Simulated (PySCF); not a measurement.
```yaml
atoms:
  - { symbol: Mg, position_ang: [0.0000, 0.0000, -1.4332] }
  - { symbol: P, position_ang: [0.0000, 0.0000, 1.1098] }
```

The calculation used PySCF, PBE0/def2-TZVP, non-relativistic Hamiltonian with scalar-relativistic core potentials where named, at a bond length of 2.543 Å.

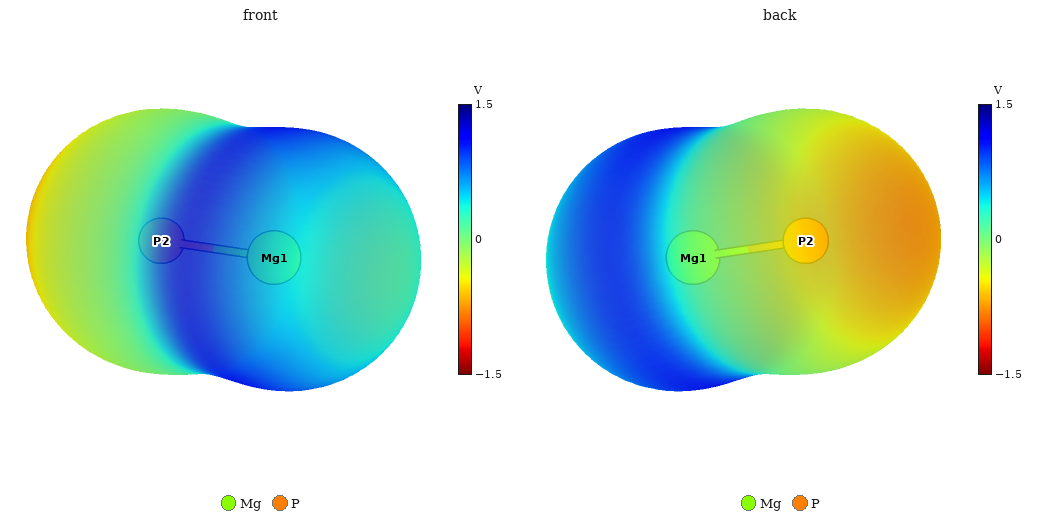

MgP (quartet). The electrostatic potential painted on the density surface at 0.001 e/bohr³, seen from the front and from behind; red is negative and blue positive.

Question: Which sites attract a positive test charge, and which a negative one?

Answer: A positive charge is drawn to the negative regions and a negative charge to the positive ones. The most negative region (about −0.8 V) lies over P2, the most positive (about +1.1 V) over Mg1.
